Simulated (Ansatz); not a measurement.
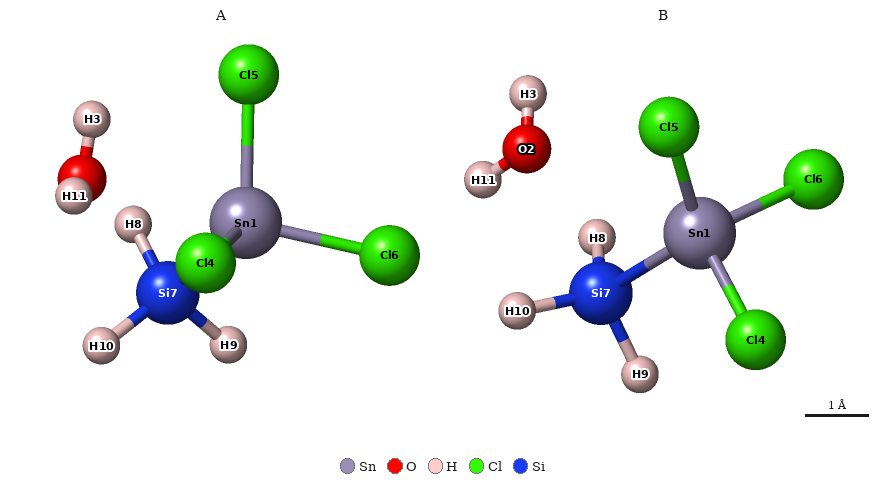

Two geometries of SnSiH5OCl3, drawn at one scale. One is the start of a relaxation, the other its converged end. Style: ball-and-stick. Shown at a tilt.

Computed with Ansatz, RKS PBE0/def2-SVP. Settings: no spin polarisation; force threshold 0.03 eV/Å; at most 50 steps.

Q: Which geometry has the lower energy?

A: Structure A is the relaxed one. The run prepares an end point of a later path (reaction) calculation, from a guessed geometry. The largest move after the best rigid fit is that of Cl4, 2.17 Å. Largest moves by element: Cl 2.17 Å, H 1.97 Å, O 0.69 Å, Si 0.61 Å, Sn 0.44 Å. Among the contacts that change: Sn1–O2 3.160 → 2.713 Å, Sn1–Si7 2.515 → 2.562 Å, Sn1–Cl5 2.340 → 2.368 Å, O2–H11 0.981 → 0.968 Å. Among the angles between lasting bonds that change: Cl5–Sn1–Si7 126.1° → 116.8°, Cl6–Sn1–Si7 105.9° → 112.0°, Cl4–Sn1–Si7 110.6° → 116.5°. Groups turn about Sn1–Si7 by about 80°. Over 39 accepted moves (44 points after the start) the energy falls by 10.2 kcal/mol. The largest force component goes from 0.68 to 0.013 eV/Å. The line search rejected the trial steps at points 4, 11, 15, 23, 43 of the run. The forces were under the threshold at step 18, but the run went on from there.
